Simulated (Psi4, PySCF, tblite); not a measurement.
Interaction energy of H2 ··· C3H9Al (SMILES [H][H] and [CH3][Al]([CH3])[CH3]). Monomers: optimised at B3LYP-D3(BJ) (def2-TZVP and def2-SVP), held rigid. Orientation: lowest of the rigid-body minima from ten starts at GFN2-xTB. R is the distance of the centres of mass, along which the second monomer moves.

Geometry at R = 2.82 Å (first 2 atoms: monomer A):
```
15

H      0.3719     0.0000     0.0000
H     -0.3719     0.0000     0.0000
C      2.9226    -0.9928     1.5262
Al     2.8187     0.0196    -0.1564
C      2.8245     1.9857    -0.1230
C      2.7114    -0.9340    -1.8728
H      3.8047    -1.6593     1.5314
H      2.9802    -0.3573     2.4250
H      2.0457    -1.6561     1.6419
H      1.9839     2.3725     0.4820
H      2.7568     2.4478    -1.1215
H      3.7422     2.3687     0.3604
H      1.8043    -0.6398    -2.4322
H      3.5642    -0.6680    -2.5242
H      2.6999    -2.0317    -1.7721
```

Computed with: PBE-D3(BJ)/def2-TZVP, counterpoise-corrected (Psi4); GFN2-xTB (tblite); RKS-B3LYP/6-31G* = PySCF with restricted B3LYP/6-31G*, spherical d, no counterpoise correction; revPBE-D3(BJ)/def2-TZVP, counterpoise-corrected (Psi4); SCS-MP2/aug-cc-pVDZ = DF-SCS-MP2/aug-cc-pVDZ, frozen core, counterpoise-corrected (Psi4 1.11).

Interaction energies in kcal/mol (negative: bound); R is the distance of the centres of mass, d the H1···Al4 distance.

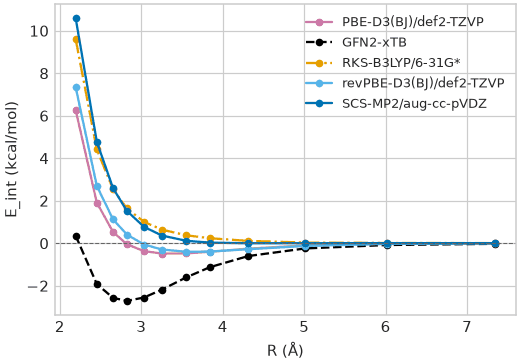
Figure. Interaction energy against separation.

```json
[
 {"R / Å": "2.19", "d / Å": "1.82", "PBE-D3(BJ)/def2-TZVP": "6.28", "GFN2-xTB": "0.36", "RKS-B3LYP/6-31G*": "9.62", "revPBE-D3(BJ)/def2-TZVP": "7.36", "SCS-MP2/aug-cc-pVDZ": "10.61"},
 {"R / Å": "2.45", "d / Å": "2.08", "PBE-D3(BJ)/def2-TZVP": "1.91", "GFN2-xTB": "-1.92", "RKS-B3LYP/6-31G*": "4.42", "revPBE-D3(BJ)/def2-TZVP": "2.70", "SCS-MP2/aug-cc-pVDZ": "4.78"},
 {"R / Å": "2.65", "d / Å": "2.28", "PBE-D3(BJ)/def2-TZVP": "0.53", "GFN2-xTB": "-2.57", "RKS-B3LYP/6-31G*": "2.53", "revPBE-D3(BJ)/def2-TZVP": "1.12", "SCS-MP2/aug-cc-pVDZ": "2.59"},
 {"R / Å": "2.82", "d / Å": "2.45", "PBE-D3(BJ)/def2-TZVP": "-0.05", "GFN2-xTB": "-2.71", "RKS-B3LYP/6-31G*": "1.64", "revPBE-D3(BJ)/def2-TZVP": "0.41", "SCS-MP2/aug-cc-pVDZ": "1.52"},
 {"R / Å": "3.03", "d / Å": "2.66", "PBE-D3(BJ)/def2-TZVP": "-0.37", "GFN2-xTB": "-2.55", "RKS-B3LYP/6-31G*": "1.00", "revPBE-D3(BJ)/def2-TZVP": "-0.06", "SCS-MP2/aug-cc-pVDZ": "0.77"},
 {"R / Å": "3.25", "d / Å": "2.88", "PBE-D3(BJ)/def2-TZVP": "-0.49", "GFN2-xTB": "-2.18", "RKS-B3LYP/6-31G*": "0.64", "revPBE-D3(BJ)/def2-TZVP": "-0.30", "SCS-MP2/aug-cc-pVDZ": "0.36"},
 {"R / Å": "3.55", "d / Å": "3.18", "PBE-D3(BJ)/def2-TZVP": "-0.48", "GFN2-xTB": "-1.60", "RKS-B3LYP/6-31G*": "0.37", "revPBE-D3(BJ)/def2-TZVP": "-0.40", "SCS-MP2/aug-cc-pVDZ": "0.11"},
 {"R / Å": "3.84", "d / Å": "3.47", "PBE-D3(BJ)/def2-TZVP": "-0.40", "GFN2-xTB": "-1.12", "RKS-B3LYP/6-31G*": "0.23", "revPBE-D3(BJ)/def2-TZVP": "-0.39", "SCS-MP2/aug-cc-pVDZ": "0.03"},
 {"R / Å": "4.31", "d / Å": "3.94", "PBE-D3(BJ)/def2-TZVP": "-0.25", "GFN2-xTB": "-0.60", "RKS-B3LYP/6-31G*": "0.11", "revPBE-D3(BJ)/def2-TZVP": "-0.28", "SCS-MP2/aug-cc-pVDZ": "0.00"},
 {"R / Å": "5.01", "d / Å": "4.64", "PBE-D3(BJ)/def2-TZVP": "-0.10", "GFN2-xTB": "-0.24", "RKS-B3LYP/6-31G*": "0.03", "revPBE-D3(BJ)/def2-TZVP": "-0.13", "SCS-MP2/aug-cc-pVDZ": "0.00"},
 {"R / Å": "6.01", "d / Å": "5.64", "PBE-D3(BJ)/def2-TZVP": "-0.02", "GFN2-xTB": "-0.08", "RKS-B3LYP/6-31G*": "0.01", "revPBE-D3(BJ)/def2-TZVP": "-0.03", "SCS-MP2/aug-cc-pVDZ": "0.00"},
 {"R / Å": "7.34", "d / Å": "6.97", "PBE-D3(BJ)/def2-TZVP": "0.00", "GFN2-xTB": "-0.03", "RKS-B3LYP/6-31G*": "0.01", "revPBE-D3(BJ)/def2-TZVP": "0.00", "SCS-MP2/aug-cc-pVDZ": "0.00"}
]
```

Lowest grid point: PBE-D3(BJ)/def2-TZVP -0.49 kcal/mol at R = 3.25 Å; GFN2-xTB -2.71 kcal/mol at R = 2.82 Å; RKS-B3LYP/6-31G* 0.01 kcal/mol at R = 7.34 Å; revPBE-D3(BJ)/def2-TZVP -0.40 kcal/mol at R = 3.55 Å; SCS-MP2/aug-cc-pVDZ 0.00 kcal/mol at R = 4.31 Å.
